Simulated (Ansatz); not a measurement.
**FH5O2SiSn: basis-set convergence**

How large a basis does FH5O2SiSn need? Two functionals are run in growing sets.

The runs use Ansatz 0.2.0, Gaussian basis; one geometry, several basis sets.

Plan: PBE0-D4/def2-SVP; ωB97M-V/def2-SVP; PBE0-D4/def2-QZVPP; ωB97M-V/def2-QZVPP; the functionals' def2-TZVPP values are taken from earlier runs.

### 1 The geometry

An earlier PBE0-D4 in a triple-zeta def2 set relaxation fixed the geometry. Sn takes the def2 core potential; no spin-orbit term is included.

SMILES `O[SiH](F)[O][SnH3]`, 10 atoms, charge 0, spin multiplicity 1.

Atoms are counted from 1 here; the program's logs count them from 0.

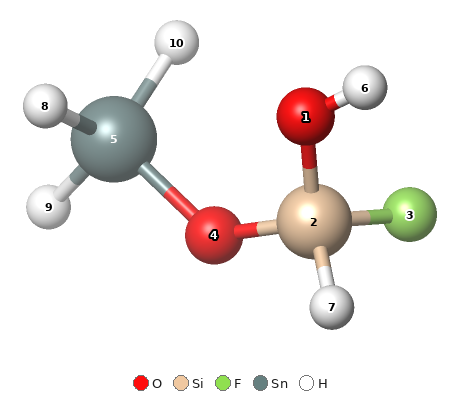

The geometry (oxygen red, silicon light orange, fluorine green, tin teal, hydrogen white); atoms are numbered from 1 in the order of the file.

### 2 PBE0-D4 in def2-SVP

Contents of in.yaml:

```yaml
crystal:
  periodic: [false, false, false]
  atoms:
    - {symbol: O, position_ang: [0.788810, 0.591988, -1.522170]}
    - {symbol: Si, position_ang: [-0.127446, -0.730194, -1.214117]}
    - {symbol: F, position_ang: [-1.560478, -0.495336, -1.879519]}
    - {symbol: O, position_ang: [-0.233808, -0.889637, 0.373687]}
    - {symbol: Sn, position_ang: [-0.020945, 0.402778, 1.854881]}
    - {symbol: H, position_ang: [0.759737, 0.976122, -2.399108]}
    - {symbol: H, position_ang: [0.411297, -1.953059, -1.834546]}
    - {symbol: H, position_ang: [1.649772, 0.681812, 2.004726]}
    - {symbol: H, position_ang: [-0.680221, -0.431924, 3.180978]}
    - {symbol: H, position_ang: [-0.903619, 1.796349, 1.438087]}
basis:
  gaussian: {orbitals: def2-SVP}
hamiltonian: {xc: pbe0, dispersion: d4}
output: {orbitals: {seedname: orbitals}}
```

On the command line:

```
$ ansatz run in.yaml --threads 4 --pin off --events-out ev --progress --plain --max-ram 10444MiB
```

Further steps of the session: ωB97M-V in def2-SVP; PBE0-D4 in def2-QZVPP; ωB97M-V in def2-QZVPP.

Q: Predict the results of all the runs planned. Wanted: PBE0-D4: double and triple zeta above quadruple; ωB97M-V: double and triple zeta above quadruple.

**Answer**, as computed:

| quantity | value |
| --- | --- |
| PBE0-D4: double and triple zeta above quadruple | 12.96, 0.76 eV |
| ωB97M-V: double and triple zeta above quadruple | 13.13, 0.72 eV |

For PBE0-D4 the step from double to triple zeta gains 12.20 eV and the next only 0.76 eV. These are total energies; as a rule much of such shifts cancels in differences, which this series doesn't test. The LUMO of ωB97M-V is positive and keeps falling with the basis (1.46 to 0.65 eV): an unbound level that the basis holds in place.
